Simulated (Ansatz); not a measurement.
CH$_{5}$O (SMILES C[OH2+]) (charge +1)

Input file:

```
crystal:
  periodic: [false, false, false]
  atoms:
    - {symbol: C, position_ang: [0.185360, 0.766286, 0.154623]}
    - {symbol: O, position_ang: [0.630399, -0.469499, 0.918391]}
    - {symbol: H, position_ang: [-0.672174, 1.132676, 0.708057]}
    - {symbol: H, position_ang: [-0.094402, 0.393555, -0.824509]}
    - {symbol: H, position_ang: [1.014948, 1.465687, 0.130092]}
    - {symbol: H, position_ang: [1.348645, -0.976307, 0.493139]}
    - {symbol: H, position_ang: [0.831778, -0.316669, 1.861608]}
basis:
  gaussian: {orbitals: def2-TZVPD}
total_charge: 1
hamiltonian: {xc: {name: PBE0}}
output: {forces: true, orbitals: {seedname: orbitals}}
```

Run with:

```sh
ansatz run input.yaml --threads 1 --pin off --max-ram 2610MiB --events-out events.jsonl --progress --plain --runs-dir runs
```

Geometry: B3LYP-D4/def2-TZVP.

Theory: isolated molecule in a Gaussian basis; Kohn-Sham density functional theory, functional PBE0 (Ansatz 0.2.0).

Question: What can the converged electron density and electron localisation function tell about the bonding?

Answer: C–O (1.52 Å): the density is about 1.5 e/Å³ at the midpoint, with its minimum of 1.2 e/Å³ about 0.5 Å from C; the ELF peaks at about 0.90 between the atoms; a polar covalent bond.
O–H (0.98 Å): ρ at the midpoint is about 3.8 e/Å³; the ELF climbs to about 1 towards the hydrogen, as it does in any bond to H: an ordinary covalent bond to hydrogen.
C–H (1.08 Å): the density is about 2.2 e/Å³ at the midpoint; the ELF climbs to about 1 towards the hydrogen (a covalent bond by its length).

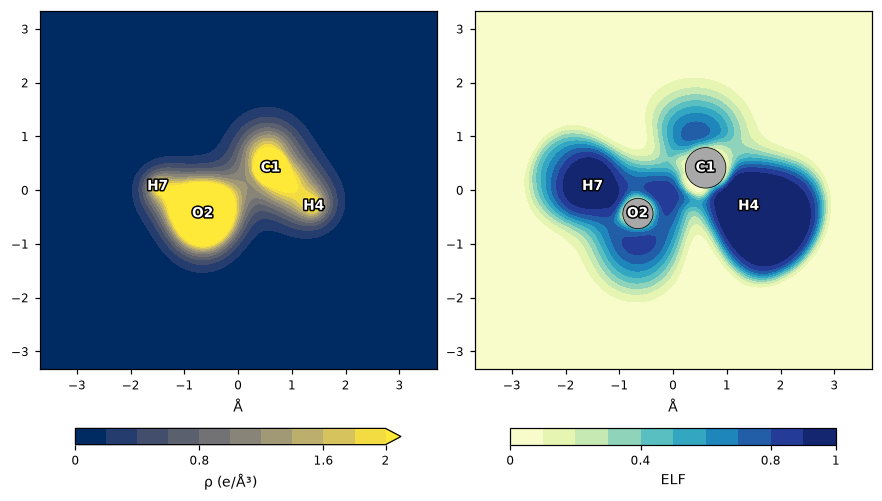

Computed electron density and electron localisation function on the plane of atoms C1, O2 and H7, in this order. Grey discs cover the atomic cores in the ELF map. 
